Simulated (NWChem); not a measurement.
# HF/pcseg-1 run of SF4 (sulfur tetrafluoride)

Aim: the vertical ionisation energy of SF4 (sulfur tetrafluoride) at HF/pcseg-1, from 2 runs. 

The calculation is run with NWChem 7.3.0.

## (1) The system as given

SF4 has 5 atoms, charge 0, and is taken as a singlet. As SMILES, `FS(F)(F)F`. Geometry: relaxed at PBE0-D4/def2-TZVP.

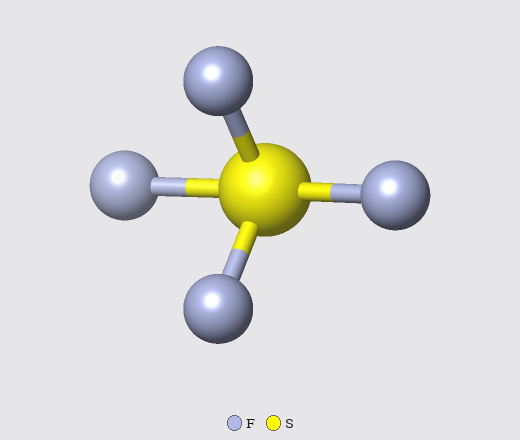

Viewed from a chosen angle; fluorine light blue, sulfur yellow.

## (2) A single-point energy at HF/pcseg-1

The input, f4s.nw:

```
start f4s
title "F4S"
memory total 2200 mb

geometry units angstroms noautosym nocenter noautoz
 F     -0.561200    -0.228000     1.172800
 S      0.064000    -0.357400    -0.243000
 F      1.536700    -0.462000     0.491400
 F     -1.440100    -0.077300    -0.858200
 F      0.400600     1.124600    -0.563100
end

basis spherical bse
 * library pcseg-1
end

scf
 thresh 1e-08
 maxiter 80
 print low
end

task scf energy
```

On the command line:

```console
$ nwchem f4s.nw > f4s.out
```

Log:

```text
[...]
  functions       =    74
[...]
  wavefunction    = RHF
[...]
         Total SCF energy =   -794.992964784930
      One-electron energy =  -1698.296181368041
      Two-electron energy =    604.584156005659
 Nuclear repulsion energy =    298.719060577453
        Time for solution =     10.2s
 Task  times  cpu:       10.5s     wall:       10.5s
[...]
```

It took 11 s on 1 thread of Intel Xeon Platinum 8259CL at 2.50GHz (Skylake/Cascade Lake), shared host; peak memory 0.099 GiB.

## (3) The doublet cation, same level

The input, f4s.nw:

```
START f4s
TITLE "F4S hf"
memory total 2200 mb
charge 1

GEOMETRY noautosym nocenter noautoz
F    -0.561200   -0.228000    1.172800
S     0.064000   -0.357400   -0.243000
F     1.536700   -0.462000    0.491400
F    -1.440100   -0.077300   -0.858200
F     0.400600    1.124600   -0.563100
END

BASIS spherical bse
F library pcseg-1
S library pcseg-1
END

SCF
nopen 1
uhf
thresh 1e-08
maxiter 80
print low
END

TASK scf energy
```

On the command line:

```console
$ nwchem f4s.nw > f4s.out
```

Log:

```text
[...]
  functions       =    74
[...]
  wavefunction    = UHF
[...]
         Total SCF energy =   -794.536833143811
      One electron energy =  -1682.528776019351
      Two electron energy =    589.272882298087
 Nuclear repulsion energy =    298.719060577453
                       Sz =      0.5000
                 Sz(Sz+1) =      0.7500
                      S^2 =      0.8306
[...]
```

Wall time 21 s (1 thread of Intel Xeon Platinum 8259CL at 2.50GHz (Skylake/Cascade Lake), shared host); peak memory 0.099 GiB.

## (4) Outcome

Level: HF/pcseg-1.

| quantity | value |
| --- | --- |
| singlet SF4: total energy | -794.99296 Eh |
| doublet cation: total energy | -794.53683 Eh |
| doublet cation: ⟨S²⟩ | 0.831 |
| vertical ionisation energy (to the doublet cation) | 12.412 eV |

The vertical ionisation energy comes to 12.41 eV (286 kcal/mol).
